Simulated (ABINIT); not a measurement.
# Ga2O3 (R-3c): G0W0 with ABINIT, start to end, part 2 of 3

How does a plane-wave GW calculation on Ga2O3 (R-3c) run from the first input to the gap?

ABINIT 10.8.3; PBE and many-body steps on it, plane waves. Known limits of the many-body steps: not at the basis limit; no spin-orbit coupling; coarse k mesh.

So far. Step 2 (Ground state): The gap is indirect, with the least direct gap 0.21 eV higher.

## (3) Bands along the symmetry lines

Level of this step: DFT, PBE, plane waves, norm-conserving pseudopotentials (ABINIT).

Levels along a band path, at the cheap level, show where the edges lie and whether the meshes to come will hold them.

run.abi

```
acell 3*1.0 Angstrom
rprim 
  2.498699193881 1.442624652211 4.483549768500
  -2.498699193881 1.442624652211 4.483549768500
  0.000000000000 -2.885249304422 4.483549768500
ntypat 2
znucl 31 8
natom 10
typat 1 1 1 1 2 2 2 2 2 2
xred 
  0.855585580000 0.855585580000 0.855585580000
  0.644414420000 0.644414420000 0.644414420000
  0.144414420000 0.144414420000 0.144414420000
  0.355585580000 0.355585580000 0.355585580000
  0.750000000000 0.446832820000 0.053167180000
  0.446832820000 0.053167180000 0.750000000000
  0.053167180000 0.750000000000 0.446832820000
  0.250000000000 0.553167180000 0.946832820000
  0.946832820000 0.250000000000 0.553167180000
  0.553167180000 0.946832820000 0.250000000000
pp_dirpath "pseudos"
pseudos "Ga.upf, O.upf"
ecut 45
iscf -2
irdden 1
kptopt 0
nkpt 31
kpt 
  0.00000000 0.00000000 0.00000000
  0.12500000 0.12500000 0.12500000
  0.25000000 0.25000000 0.25000000
  0.37500000 0.37500000 0.37500000
  0.50000000 0.50000000 0.50000000
  0.56607847 0.43392153 0.50000000
  0.63215694 0.36784306 0.50000000
  0.69823542 0.30176458 0.50000000
  0.76431389 0.23568611 0.50000000
  0.50000000 -0.23568611 0.23568611
  0.50000000 -0.17676458 0.17676458
  0.50000000 -0.11784306 0.11784306
  0.50000000 -0.05892153 0.05892153
  0.50000000 0.00000000 0.00000000
  0.37500000 0.00000000 0.00000000
  0.25000000 0.00000000 0.00000000
  0.12500000 0.00000000 0.00000000
  0.00000000 0.00000000 0.00000000
  0.09196076 -0.09196076 0.00000000
  0.18392153 -0.18392153 0.00000000
  0.27588229 -0.27588229 0.00000000
  0.36784305 -0.36784305 0.00000000
  0.63215695 0.00000000 0.36784305
  0.59911771 0.00000000 0.40088229
  0.56607848 0.00000000 0.43392153
  0.53303924 0.00000000 0.46696076
  0.50000000 0.00000000 0.50000000
  0.37500000 0.00000000 0.37500000
  0.25000000 0.00000000 0.25000000
  0.12500000 0.00000000 0.12500000
  0.00000000 0.00000000 0.00000000
istwfk *1
nband 74
nbdbuf 9
tolwfr 1e-07
nstep 50
prtwf 0
prtvol 0
indata_prefix "in"
outdata_prefix "out"
tmpdata_prefix "tmp"
```

On the command line:

```sh
> OMP_NUM_THREADS=1 mpirun -n 8 abinit run.abi > log
```

Numbers of over 12 decimals in the logs are rounded to 6 here.

Log:

```text
.Version 10.8.3 of ABINIT. v10.8.2 released Aug 2026.

 Symmetries : space group R-3 c (#167); Bravais hR (rhombohedral)
[... echo of the input left out ...]
== DATASET  1 ==================================================================
-   mpi_nproc: 8, omp_nthreads: 1 (-1 if OMP is not activated)

--- !DatasetInfo
iteration_state: {dtset: 1, }
dimensions: {natom: 10, nkpt: 31, mband: 74, nsppol: 1, nspinor: 1, nspden: 1, mpw: 9463, }
cutoff_energies: {ecut:  45.0, pawecutdg:  -1.0, }
electrons: {nelect:   1.20000000E+02, charge:   0.00000000E+00, occopt:   1.00000000E+00, tsmear:   1.00000000E-02, }

 Real(R)+Recip(G) space primitive vectors, cartesian coordinates (Bohr,Bohr^-1):
 R(1)=  4.7218571  2.7261655  8.4726811  G(1)=  0.1058905  0.0611359  0.0393421
 R(2)= -4.7218571  2.7261655  8.4726811  G(2)= -0.1058905  0.0611359  0.0393421
 R(3)=  0.0000000 -5.4523310  8.4726811  G(3)=  0.0000000 -0.1222719  0.0393421
 Unit cell volume ucvol=  6.5439078E+02 bohr^3
 Angles (23,13,12)=  5.58935053E+01  5.58935053E+01  5.58935053E+01 degrees

 getcut: wavevector=  0.0000  0.0000  0.0000  ngfft=  64  64  64
         ecut(hartree)=     45.000   => boxcut(ratio)=   2.10352

--- Pseudopotential description ------------------------------------------------
- Ga Generated using ONCVPSP code by D. R. Hamann
- 31.00000  21.00000  171031                  znucl, zion, pspdat
12 -101130 2 -1 1902                          pspcod,pspxc,lmax,lloc,mmax
     nproj     2     2     2
  pspatm : epsatm=   21.85474337
         --- l  ekb(1:nproj) -->
             0    4.962806   -1.220223
             1   -5.679278   -1.350476
             2  -10.596651   -3.839775
 pspatm: atomic psp has been read  and splines computed

- O Generated using ONCVPSP code by D. R. Hamann
-  8.00000   6.00000  171031                  znucl, zion, pspdat
12 -101130 2 -1 936                           pspcod,pspxc,lmax,lloc,mmax
     nproj     2     2     1
  pspatm : epsatm=    6.17005460
         --- l  ekb(1:nproj) -->
[...]
2   -1.331955
 pspatm: atomic psp has been read  and splines computed

--------------------------------------------------------------------------------

================================================================================
 prteigrs : about to open file out_EIG
 Non-SCF case, kpt    1 (  0.00000  0.00000  0.00000), residuals and eigenvalues=
  3.76E-08  4.75E-08  4.18E-08  3.90E-08  2.87E-08  4.74E-08  3.12E-08  3.30E-08
  2.34E-08  5.30E-08  3.35E-08  5.37E-08  2.10E-08  8.41E-08  2.40E-08  6.15E-08
  7.99E-08  3.74E-08  6.87E-08  4.22E-08  2.88E-08  6.80E-08  6.18E-08  8.82E-08
[...]
1.19E-03  1.29E-04
 -4.9858E+00 -4.9858E+00 -4.9858E+00 -4.9858E+00 -3.1736E+00 -3.1736E+00
 -3.1735E+00 -3.1734E+00 -3.1727E+00 -3.1727E+00 -3.1727E+00 -3.1727E+00
 -3.1726E+00 -3.1726E+00 -3.1726E+00 -3.1726E+00 -4.8012E-01 -4.0802E-01
[...]
--- !ResultsGS
iteration_state: {dtset: 1, }
comment   : Summary of ground state results
lattice_vectors:
- [  4.7218571,   2.7261655,   8.4726811, ]
- [ -4.7218571,   2.7261655,   8.4726811, ]
- [  0.0000000,  -5.4523310,   8.4726811, ]
lattice_lengths: [  10.07543,   10.07543,   10.07543, ]
lattice_angles: [ 55.894,  55.894,  55.894, ] # degrees, (23, 13, 12)
lattice_volume:   6.5439078E+02
convergence: {deltae:  0.000E+00, res2:  0.000E+00, residm:  9.967E-08, diffor:  0.000E+00, }
etotal    :  -1.09291091E+03
entropy   :   0.00000000E+00
fermie    :   2.13395308E-01
cartesian_stress_tensor: null
pressure_GPa: null
xred      :
- [  8.5559E-01,   8.5559E-01,   8.5559E-01, Ga]
- [  6.4441E-01,   6.4441E-01,   6.4441E-01, Ga]
- [  1.4441E-01,   1.4441E-01,   1.4441E-01, Ga]
- [  3.5559E-01,   3.5559E-01,   3.5559E-01, Ga]
- [  7.5000E-01,   4.4683E-01,   5.3167E-02,  O]
- [  4.4683E-01,   5.3167E-02,   7.5000E-01,  O]
- [  5.3167E-02,   7.5000E-01,   4.4683E-01,  O]
- [  2.5000E-01,   5.5317E-01,   9.4683E-01,  O]
- [  9.4683E-01,   2.5000E-01,   5.5317E-01,  O]
- [  5.5317E-01,   9.4683E-01,   2.5000E-01,  O]
cartesian_forces: null
force_length_stats: {min: null, max: null, mean: null, }

 Integrated electronic density in atomic spheres:
 ------------------------------------------------
 Atom  Sphere_radius  Integrated_density
[...]
================================================================================

 ----iterations are completed or convergence reached----

 Mean square residual over all n,k,spin=   53.255E-09; max=  99.675E-09
 reduced coordinates (array xred) for   10 atoms
[...]
0.946832820000      0.250000000000      0.553167180000
       0.553167180000      0.946832820000      0.250000000000

 cartesian coordinates (angstrom) at end:
    1     -0.000000    -0.000000    11.508182
    2     -0.000000    -0.000000     8.667792
    3     -0.000000     0.000000     1.942468
[...]
9      1.741176     0.130555     7.846212
   10     -0.983652     1.442625     7.846212
 length scales=  1.889726125908  1.889726125908  1.889726125908 bohr
              =  1.000000000000  1.000000000000  1.000000000000 angstroms
 prteigrs : about to open file out_EIG
 Eigenvalues (hartree) for nkpt=  31  k points:
 kpt#   1, nband= 74, wtk=  1.00000, kpt=  0.0000  0.0000  0.0000 (reduced coord)
[...]
kpt#   2, nband= 74, wtk=  1.00000, kpt=  0.1250  0.1250  0.1250 (reduced coord)
[...]
kpt#   3, nband= 74, wtk=  1.00000, kpt=  0.2500  0.2500  0.2500 (reduced coord)
[...]
kpt#  30, nband= 74, wtk=  1.00000, kpt=  0.1250  0.0000  0.1250 (reduced coord)
[...]
0.69253    0.71101
 kpt#  31, nband= 74, wtk=  1.00000, kpt=  0.0000  0.0000  0.0000 (reduced coord)
[...]
0.20310    0.20310    0.20569    0.20569    0.31838    0.46001    0.46610    0.54100
   0.58939    0.58939    0.59258    0.61790    0.62581    0.62581    0.66900    0.69330
   0.69572    0.71806

== END DATASET(S) ==============================================================
================================================================================

 -outvars: echo values of variables after computation  --------
            nband          74
             nkpt          31
          spgroup         167
 [... the other variables as echoed above ...]

 Calculation completed.
```

Wall time 62 s (8 MPI ranks of Arm Neoverse V2, shared host); peak memory 1 GiB; 8.3 min of CPU time.

This step gave:

| Item | Value |
| --- | --- |
| gap | 2.820 eV |
| k of the valence top | 0.1839, -0.1839, 0 |
| k of the conduction bottom | 0, 0, 0 |
| least direct gap | 3.066 eV |

The gap is 2.820 eV, −0.037 eV from the run before at this level.

The electronic bands at the labelled points (eV, zero at the top of the highest filled band):

```csv
point,band 57,band 58,band 59,band 60,band 61,band 62,band 63,band 64
Γ,-0.32,-0.32,-0.25,-0.25,2.82,6.67,6.84,8.88
T,-0.30,-0.30,-0.30,-0.30,5.86,5.86,7.86,7.86
H2,-0.57,-0.57,-0.33,-0.33,6.69,6.69,7.24,7.24
jump to H0,-0.57,-0.57,-0.33,-0.33,6.69,6.69,7.24,7.24
L,-0.97,-0.97,-0.15,-0.15,6.40,6.40,6.73,6.73
Γ,-0.32,-0.32,-0.25,-0.25,2.82,6.67,6.84,8.88
S0,-0.61,-0.50,-0.48,-0.17,6.49,6.60,7.17,7.20
jump to S2,-0.61,-0.50,-0.48,-0.17,6.49,6.60,7.17,7.20
F,-0.85,-0.70,-0.25,-0.14,6.54,6.73,7.58,7.69
Γ,-0.32,-0.32,-0.25,-0.25,2.82,6.67,6.84,8.88
```

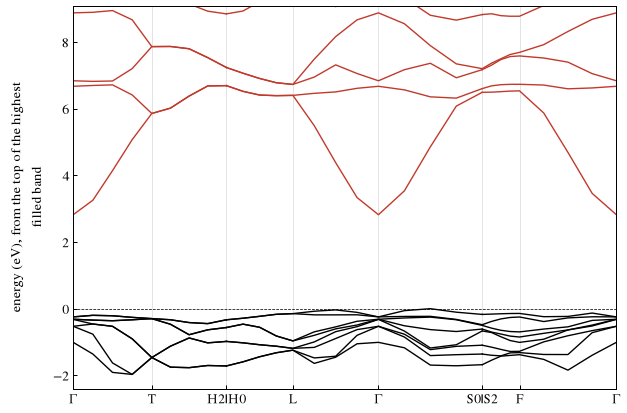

Electronic bands along the path; lines of filled and empty bands in two colours.

## (4) Empty states on the mesh, 2×2×2 mesh, 231 bands

The sums over transitions need many empty states on a uniform mesh; this step solves for them.

run.abi

```
acell 3*1.0 Angstrom
rprim 
  2.498699193881 1.442624652211 4.483549768500
  -2.498699193881 1.442624652211 4.483549768500
  0.000000000000 -2.885249304422 4.483549768500
ntypat 2
znucl 31 8
natom 10
typat 1 1 1 1 2 2 2 2 2 2
xred 
  0.855585580000 0.855585580000 0.855585580000
  0.644414420000 0.644414420000 0.644414420000
  0.144414420000 0.144414420000 0.144414420000
  0.355585580000 0.355585580000 0.355585580000
  0.750000000000 0.446832820000 0.053167180000
  0.446832820000 0.053167180000 0.750000000000
  0.053167180000 0.750000000000 0.446832820000
  0.250000000000 0.553167180000 0.946832820000
  0.946832820000 0.250000000000 0.553167180000
  0.553167180000 0.946832820000 0.250000000000
pp_dirpath "pseudos"
pseudos "Ga.upf, O.upf"
ecut 45
ngkpt 2 2 2
nshiftk 1
shiftk 0 0 0
kptopt 1
chksymbreak 0
iscf -2
irdden 1
istwfk *1
nband 231
nbdbuf 20
tolwfr 1e-09
nstep 60
prtvol 0
indata_prefix "in"
outdata_prefix "out"
tmpdata_prefix "tmp"
```

On the command line:

```sh
> OMP_NUM_THREADS=2 mpirun -n 4 abinit run.abi > log
```

Log:

```text
.Version 10.8.3 of ABINIT. v10.8.2 released Aug 2026.

 Symmetries : space group R-3 c (#167); Bravais hR (rhombohedral)
[... echo of the input left out ...]
== DATASET  1 ==================================================================
-   mpi_nproc: 4, omp_nthreads: 2 (-1 if OMP is not activated)

--- !DatasetInfo
iteration_state: {dtset: 1, }
dimensions: {natom: 10, nkpt: 4, mband: 231, nsppol: 1, nspinor: 1, nspden: 1, mpw: 9454, }
cutoff_energies: {ecut:  45.0, pawecutdg:  -1.0, }
electrons: {nelect:   1.20000000E+02, charge:   0.00000000E+00, occopt:   1.00000000E+00, tsmear:   1.00000000E-02, }

 Real(R)+Recip(G) space primitive vectors, cartesian coordinates (Bohr,Bohr^-1):
 R(1)=  4.7218571  2.7261655  8.4726811  G(1)=  0.1058905  0.0611359  0.0393421
 R(2)= -4.7218571  2.7261655  8.4726811  G(2)= -0.1058905  0.0611359  0.0393421
 R(3)=  0.0000000 -5.4523310  8.4726811  G(3)=  0.0000000 -0.1222719  0.0393421
 Unit cell volume ucvol=  6.5439078E+02 bohr^3
 Angles (23,13,12)=  5.58935053E+01  5.58935053E+01  5.58935053E+01 degrees

 getcut: wavevector=  0.0000  0.0000  0.0000  ngfft=  64  64  64
         ecut(hartree)=     45.000   => boxcut(ratio)=   2.10352

--- Pseudopotential description ------------------------------------------------
- Ga Generated using ONCVPSP code by D. R. Hamann
- 31.00000  21.00000  171031                  znucl, zion, pspdat
12 -101130 2 -1 1902                          pspcod,pspxc,lmax,lloc,mmax
     nproj     2     2     2
  pspatm : epsatm=   21.85474337
         --- l  ekb(1:nproj) -->
             0    4.962806   -1.220223
             1   -5.679278   -1.350476
             2  -10.596651   -3.839775
 pspatm: atomic psp has been read  and splines computed

- O Generated using ONCVPSP code by D. R. Hamann
-  8.00000   6.00000  171031                  znucl, zion, pspdat
12 -101130 2 -1 936                           pspcod,pspxc,lmax,lloc,mmax
     nproj     2     2     1
  pspatm : epsatm=    6.17005460
         --- l  ekb(1:nproj) -->
[...]
2   -1.331955
 pspatm: atomic psp has been read  and splines computed

--------------------------------------------------------------------------------

================================================================================
 prteigrs : about to open file out_EIG
 Non-SCF case, kpt    1 (  0.00000  0.00000  0.00000), residuals and eigenvalues=
  6.81E-10  4.69E-10  4.47E-10  4.64E-10  1.83E-10  2.05E-10  1.99E-10  1.83E-10
  2.26E-10  1.85E-10  1.74E-10  1.66E-10  1.79E-10  2.50E-10  1.94E-10  1.80E-10
  8.06E-10  1.90E-10  2.08E-10  5.99E-11  6.34E-11  1.04E-10  2.42E-10  2.92E-10
[...]
2.04E-05  1.31E-04  2.01E-04  7.38E-05  1.30E-04  7.93E-04  5.68E-03
 -4.9858E+00 -4.9858E+00 -4.9858E+00 -4.9858E+00 -3.1736E+00 -3.1736E+00
 -3.1735E+00 -3.1734E+00 -3.1727E+00 -3.1727E+00 -3.1727E+00 -3.1727E+00
 -3.1726E+00 -3.1726E+00 -3.1726E+00 -3.1726E+00 -4.8012E-01 -4.0802E-01
[...]
2.9264E+00  2.9490E+00  2.9490E+00  2.9630E+00  2.9630E+00  2.9666E+00
  2.9727E+00  2.9727E+00  2.9949E+00  3.0299E+00  3.0533E+00  3.0543E+00
[...]
prteigrs : prtvol=0 or 1, do not print more k-points.

--- !ResultsGS
iteration_state: {dtset: 1, }
comment   : Summary of ground state results
lattice_vectors:
- [  4.7218571,   2.7261655,   8.4726811, ]
- [ -4.7218571,   2.7261655,   8.4726811, ]
- [  0.0000000,  -5.4523310,   8.4726811, ]
lattice_lengths: [  10.07543,   10.07543,   10.07543, ]
lattice_angles: [ 55.894,  55.894,  55.894, ] # degrees, (23, 13, 12)
lattice_volume:   6.5439078E+02
convergence: {deltae:  0.000E+00, res2:  0.000E+00, residm:  9.941E-10, diffor:  0.000E+00, }
etotal    :  -1.09291091E+03
entropy   :   0.00000000E+00
fermie    :   2.13395308E-01
cartesian_stress_tensor: null
pressure_GPa: null
xred      :
- [  8.5559E-01,   8.5559E-01,   8.5559E-01, Ga]
- [  6.4441E-01,   6.4441E-01,   6.4441E-01, Ga]
- [  1.4441E-01,   1.4441E-01,   1.4441E-01, Ga]
- [  3.5559E-01,   3.5559E-01,   3.5559E-01, Ga]
- [  7.5000E-01,   4.4683E-01,   5.3167E-02,  O]
- [  4.4683E-01,   5.3167E-02,   7.5000E-01,  O]
- [  5.3167E-02,   7.5000E-01,   4.4683E-01,  O]
- [  2.5000E-01,   5.5317E-01,   9.4683E-01,  O]
- [  9.4683E-01,   2.5000E-01,   5.5317E-01,  O]
- [  5.5317E-01,   9.4683E-01,   2.5000E-01,  O]
cartesian_forces: null
force_length_stats: {min: null, max: null, mean: null, }

 Integrated electronic density in atomic spheres:
 ------------------------------------------------
 Atom  Sphere_radius  Integrated_density
[...]
================================================================================

 ----iterations are completed or convergence reached----

 Mean square residual over all n,k,spin=   37.708E-11; max=  99.413E-11
 reduced coordinates (array xred) for   10 atoms
[...]
0.946832820000      0.250000000000      0.553167180000
       0.553167180000      0.946832820000      0.250000000000

 cartesian coordinates (angstrom) at end:
    1     -0.000000    -0.000000    11.508182
    2     -0.000000    -0.000000     8.667792
    3     -0.000000     0.000000     1.942468
[...]
9      1.741176     0.130555     7.846212
   10     -0.983652     1.442625     7.846212
 length scales=  1.889726125908  1.889726125908  1.889726125908 bohr
              =  1.000000000000  1.000000000000  1.000000000000 angstroms
 prteigrs : about to open file out_EIG
 Eigenvalues (hartree) for nkpt=   4  k points:
 kpt#   1, nband=231, wtk=  0.12500, kpt=  0.0000  0.0000  0.0000 (reduced coord)
[...]
2.85214    2.85214    2.86495    2.86495    2.88633    2.88633    2.89452    2.90411
   2.92639    2.94905    2.94905    2.96297    2.96297    2.96662    2.97267    2.97267
   2.99491    3.02992    3.05328    3.05427    3.05536    3.05801    3.07751
 prteigrs : prtvol=0 or 1, do not print more k-points.

== END DATASET(S) ==============================================================
================================================================================

 -outvars: echo values of variables after computation  --------
            nband         231
             nkpt           4
          spgroup         167
 [... the other variables as echoed above ...]

 Calculation completed.
```

It took 59 s on 4 MPI ranks; peak memory 0.47 GiB.

This step gave:

```
gap                                                           : 2.963 eV
k of the valence top                                          : 0.5, 0.5, 0
k of the conduction bottom                                    : 0, 0, 0
least direct gap                                              : 3.066 eV
k points computed                                             : 4
lowest point of the top converged band, above the valence top : 71.0639 eV
```

On this mesh the gap is 2.963 eV. The earlier step found 2.857 eV, so this mesh misses an edge.

## (5) Screening, 2×2×2 mesh, 211 bands, screening to 106.1 eV

The RPA dielectric matrix is built and inverted for each q.

This step: RPA screening on PBE, plane waves, norm-conserving pseudopotentials.

run.abi: that of step 4 with these lines changed.

```diff
@@ -28,10 +28,11 @@
 chksymbreak 0
-iscf -2
-irdden 1
 istwfk *1
-nband 231
-nbdbuf 20
-tolwfr 1e-09
-nstep 60
-prtvol 0
+occopt 1
+irdwfk 1
+optdriver 3
+nband 211
+ecuteps 3.9
+inclvkb 2
+awtr 1
+symchi 1
 indata_prefix "in"
```

On the command line:

```sh
> OMP_NUM_THREADS=1 mpirun -n 8 abinit run.abi > log
```

Log:

```text
.Version 10.8.3 of ABINIT. v10.8.2 released Aug 2026.

 Symmetries : space group R-3 c (#167); Bravais hR (rhombohedral)
[... echo of the input left out ...]
== DATASET  1 ==================================================================
-   mpi_nproc: 8, omp_nthreads: 1 (-1 if OMP is not activated)

--- !DatasetInfo
iteration_state: {dtset: 1, }
dimensions: {natom: 10, nkpt: 4, mband: 211, nsppol: 1, nspinor: 1, nspden: 1, mpw: 9454, }
cutoff_energies: {ecut:  45.0, pawecutdg:  -1.0, }
electrons: {nelect:   1.20000000E+02, charge:   0.00000000E+00, occopt:   1.00000000E+00, tsmear:   1.00000000E-02, }

 SCREENING: Calculation of the susceptibility and dielectric matrices

 Based on a program developped by R.W. Godby, V. Olevano, G. Onida, and L. Reining.
 Incorporated in ABINIT by V. Olevano, G.-M. Rignanese, and M. Torrent.
.Using double precision arithmetic ; gwpc =  8

[... cell and pseudopotentials left out ...]
--------------------------------------------------------------------------------

 ==== K-mesh for the wavefunctions ====
 Number of points in the irreducible wedge :     4
[... list of points left out ...]
 Together with 12 symmetry operations and time-reversal symmetry
 yields     8 points in the full Brillouin Zone.

 ==== Q-mesh for the screening function ====
 Number of points in the irreducible wedge :     4
[... list of points left out ...]
 Together with 12 symmetry operations and time-reversal symmetry
 yields     8 points in the full Brillouin Zone.

 setmesh: FFT mesh size selected  =    40x   40x   40
          total number of points  =        64000

 vcoul_init : cutoff-mode = AUXILIARY_FUNCTION
 q-points for optical limit:   1
     1)      0.000010    0.000020    0.000030

- screening: taking advantage of time-reversal symmetry
- Maximum band index for partially occupied states nbvw = 60
- Remaining bands to be divided among processors   nbcw = 151
- Number of bands treated by each node ~18

 Number of electrons calculated from density =  120.0000; Expected =  120.0000
 average of density, n =  0.183377
 r_s =    1.0919
 omega_plasma =   41.3074 [eV]

 calculating chi0 at frequencies [eV] :
  1    0.000000E+00    0.000000E+00
  2    0.000000E+00    4.130738E+01

--------------------------------------------------------------------------------
  q-point number  1        q = ( 0.000000, 0.000000, 0.000000) [r.l.u.]
--------------------------------------------------------------------------------
[... chi0 elements left out ...]
 For q-point:  0.000010 0.000020 0.000030
  dielectric constant =   4.9068
  dielectric constant without local fields =   5.1165

  Average fulfillment of the sum rule on Im[epsilon] for q-point    1 :     37.88  [%]
[... wings left out ...]
  q-point number  2        q = ( 0.500000, 0.000000, 0.000000) [r.l.u.]
--------------------------------------------------------------------------------
[... chi0 elements left out ...]
  Average fulfillment of the sum rule on Im[epsilon] for q-point    2 :     41.09  [%]

 [... 2 further q-points ...]
```

It took 68 s on 8 MPI ranks; peak memory 4.2 GiB; 9.1 min of CPU time.

Numbers from this step:

```
ε∞ with local fields, on this mesh, along the program's q direction : 4.907
the same without local fields                                       : 5.117
plasma frequency                                                    : 41.31 eV
plane waves in the screening matrix                                 : 247
```

Local fields lower ε∞ by 4 %. On a Γ-centred mesh this coarse the value itself is usually too large, while a short band sum pulls it down.

(Continued in part 3 of 3.)

[Paths, hosts, dates, memory and timing lines, banners, echoed tables and standing remarks are left out of the program output.]

[Logs are printed without paths, hosts, clocks, repeated set-up lines and the standing remarks that a program may print on its own settings, such as how far it seeks lower states.]

[Runs of the session that timed out or met a known fault of the program may be left out.]

[Hosts, paths, dates, database ids (printed as entryN), source tags and the programs' standing remarks are cut or masked in the printed files.]

[G0W0 gaps are taken among the corrected bands and points alone; a level outside them can change the order at an edge.]

[Where Ansatz stands beside ABINIT at settings called matched, ABINIT's density can come from a denser mesh and the files from another edition; pairs whose starting gaps differed by over 0.03 eV were left out, so agreement reads better than it is.]
